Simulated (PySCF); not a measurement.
**C$_{5}$H$_{8}$OSi (SMILES [SiH3]Cc1ccco1): density, localisation and related maps**

```json
{"atom": "Si", "x (Å)": "-2.3690", "y (Å)": "-0.3008", "z (Å)": "0.2441"}
{"atom": "C", "x (Å)": "-0.9739", "y (Å)": "-1.3016", "z (Å)": "-0.5701"}
{"atom": "C", "x (Å)": "0.3790", "y (Å)": "-0.7610", "z (Å)": "-0.2989"}
{"atom": "C", "x (Å)": "1.4181", "y (Å)": "-1.1749", "z (Å)": "0.4873"}
{"atom": "C", "x (Å)": "2.4418", "y (Å)": "-0.1827", "z (Å)": "0.3590"}
{"atom": "C", "x (Å)": "1.9458", "y (Å)": "0.7564", "z (Å)": "-0.4920"}
{"atom": "O", "x (Å)": "0.7003", "y (Å)": "0.4144", "z (Å)": "-0.8900"}
{"atom": "H", "x (Å)": "-2.2227", "y (Å)": "-0.3491", "z (Å)": "1.7303"}
{"atom": "H", "x (Å)": "-2.3256", "y (Å)": "1.1208", "z (Å)": "-0.2073"}
{"atom": "H", "x (Å)": "-3.6908", "y (Å)": "-0.8911", "z (Å)": "-0.1343"}
{"atom": "H", "x (Å)": "-1.0310", "y (Å)": "-2.3359", "z (Å)": "-0.1989"}
{"atom": "H", "x (Å)": "-1.1646", "y (Å)": "-1.3384", "z (Å)": "-1.6567"}
{"atom": "H", "x (Å)": "1.4485", "y (Å)": "-2.0846", "z (Å)": "1.0830"}
{"atom": "H", "x (Å)": "3.4200", "y (Å)": "-0.1748", "z (Å)": "0.8351"}
{"atom": "H", "x (Å)": "2.3409", "y (Å)": "1.6844", "z (Å)": "-0.8968"}
```

Geometry: PBE0-D3(BJ)/def2-SVP.

All numbers below come from PBE0/pcSseg-1, SCF density, gas phase, non-relativistic in PySCF 2.14.0.

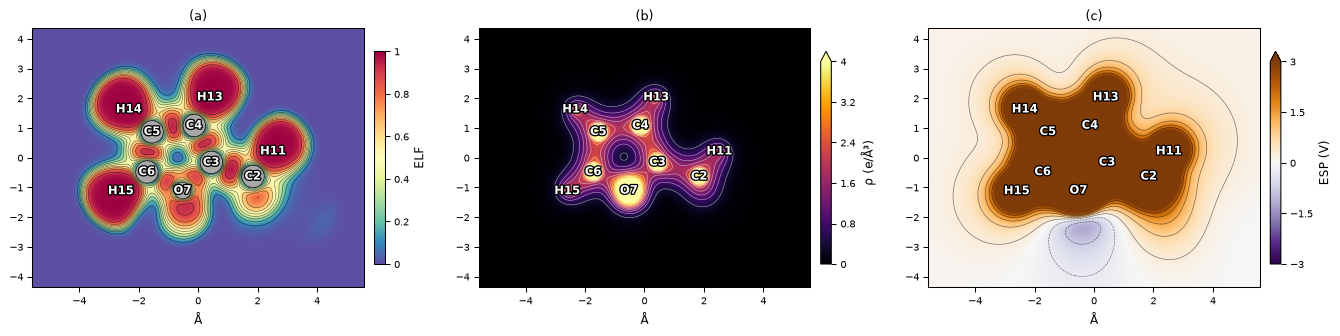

Figure 1. (a) electron localisation function; (b) electron density; (c) molecular electrostatic potential on the plane of atoms C4, C3 and O7. Grey discs cover the atomic cores in the ELF map.

Describe what can be read from this map.

The section cuts through C, O and H sites.
C–O (1.35 Å): ρ at the midpoint is about 2.4 e/Å³, with its minimum of 2 e/Å³ about 0.5 Å from C; the ELF peaks at about 0.90 between the atoms: a polar covalent bond.
C–C (1.36 Å): ρ at the midpoint is about 2.2 e/Å³; the ELF peaks at about 0.95 between the atoms, as expected for a covalent bond.
C–H (1.09 Å): ρ at the midpoint is about 2 e/Å³; the ELF climbs to about 1 towards the hydrogen, as it does in any bond to H: an ordinary covalent bond to hydrogen.
C–C (1.43 Å): the density is about 1.9 e/Å³ at the midpoint; the ELF peaks at about 0.95 between the atoms: a covalent bond.
C–C (1.48 Å): ρ at the midpoint is about 1.8 e/Å³; the ELF peaks at about 0.95 between the atoms, as expected for a covalent bond.
The ELF also peaks beside O7, away from the bonds: lone-pair regions.
Outside the dense part of the molecule the potential is most negative (−1.2 V) near O7.

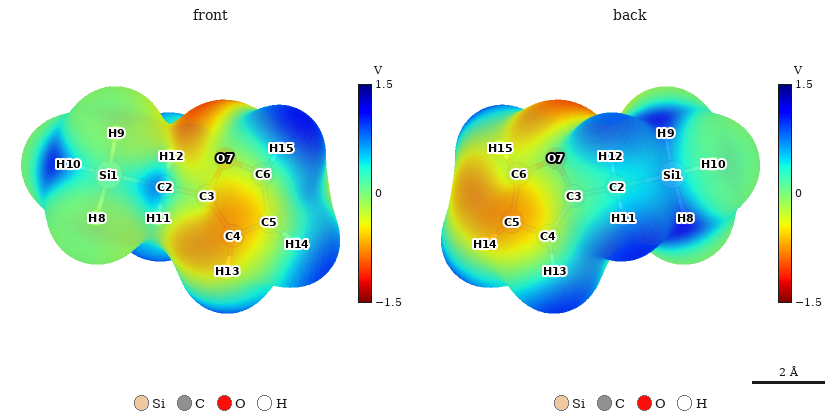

Figure 2. The molecular electrostatic potential painted on the density surface at 0.002 e/bohr³, seen from the front and from behind; the colour scale runs from red (negative) to blue (positive).

Describe the electrostatic potential map.

The most negative region (about −0.9 V) lies over O7, the most positive (about +1.1 V) over Si1 and H15.

How polar is the molecule by this calculation?

Its dipole moment is 0.71 D.
